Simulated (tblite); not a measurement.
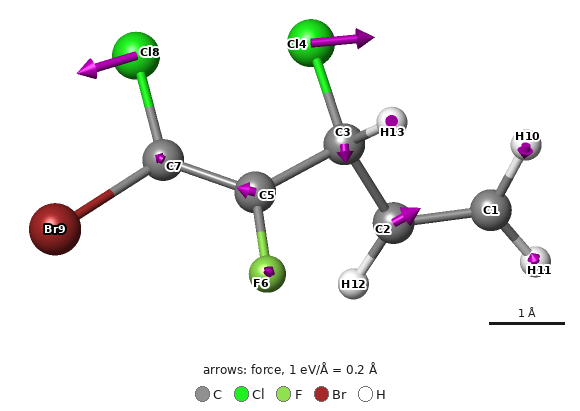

Starting geometry of C5H4BrCl2F with the computed forces as purple arrows. Style: ball-and-stick. Shown at a tilt.

All numbers below come from tblite 0.8.0, GFN2-xTB geometry optimisation, gas phase. 

### What follows when this structure is relaxed?

It isn't relaxed: the largest force vector, on Cl8, is 4.43 eV/Å. The final displacements have little in common with the starting forces (cosine between the two patterns 0.09). Over 113 geometry steps the energy falls by 135.2 kJ/mol. The atom that moves furthest after the best rigid fit is Cl8 (1.49 Å). By element the largest moves are Cl 1.49 Å, H 1.20 Å, F 1.10 Å, C 0.44 Å, Br 0.25 Å. Among the contacts that change: Cl4–Cl8 2.403 → 3.261 Å, C7–Cl8 1.750 → 1.709 Å, C3–Cl4 1.774 → 1.812 Å, C1–H10 1.110 → 1.077 Å. Bond angles that change, for instance: C1–C2–C3 114.4° → 122.9°, C2–C3–C5 105.6° → 113.2°, Cl4–C3–H13 113.2° → 106.0°. Groups turn about C3–C5 by about 55°, C2–C3 by about 30°. The run took 1 s on 1 thread of Arm Neoverse V2 (shared host).
